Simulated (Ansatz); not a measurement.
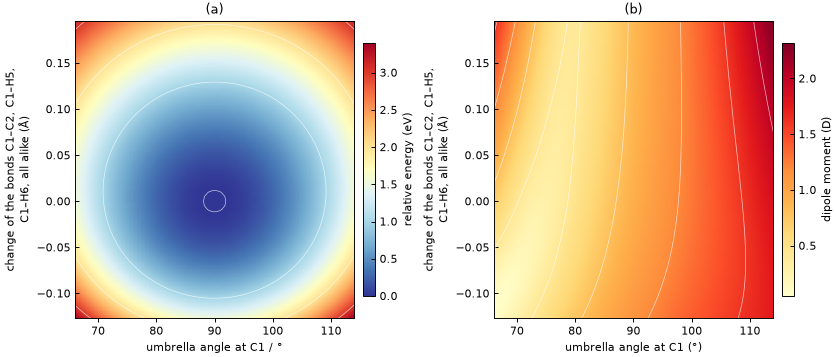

C2H3BrSi, SMILES C=C=[SiH]Br. Coordinates scanned: (1) umbrella angle at C1 (between each of its bonds and their common axis; 90 is planar); (2) change of the bonds C1–C2, C1–H5, C1–H6, all alike. Nothing is relaxed (all other coordinates rigid). Grid: 15 × 15 points. Points are written as (first, second). All energies are given in eV relative to the lowest grid point. All numbers below come from Ansatz, RHF/def2-TZVP.

Panel (a) is the energy and panel (b) the computed dipole moment on the same grid.

The picture shows a smooth colour map with a few white contour lines. Between grid points the surface is interpolated.

Question: How does the dipole moment vary over the map, and what is it at the lowest grid point?

Answer: Leaving out the highest fifth of the energies, it runs from 0.12 D at (69.4°, −0.081 Å) to 2.07 D at (114.0°, 0.104 Å). At the lowest grid point, (90.0°, 0.012 Å), it is 0.91 D.
